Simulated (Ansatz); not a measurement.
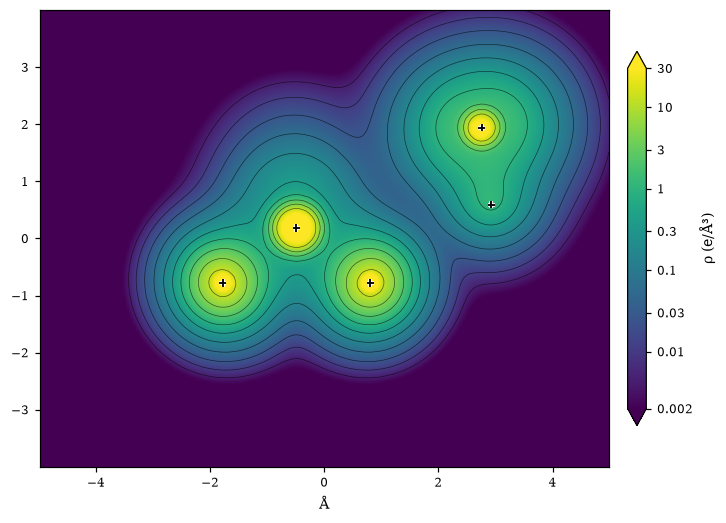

The electron density on a plane through atoms (crosses mark nuclei in the plane).

All numbers below come from RKS PBE-D4/def2-SVP in Ansatz.

Candidates:
A. ClH5O2W
B. AlClH2O2···NH3
C. ClF3Si···H2S

> Which candidate gave the map?

Candidate C: ClF3Si···H2S on the plane of atoms F3, Si1 and F5, which holds Si, F, S and H. Si1···S6 (3.70 Å): the density falls to about 0.04 e/Å³ on the way; a weak contact between the two molecules. Si–F (1.61 Å): ρ at the midpoint is about 1 e/Å³.
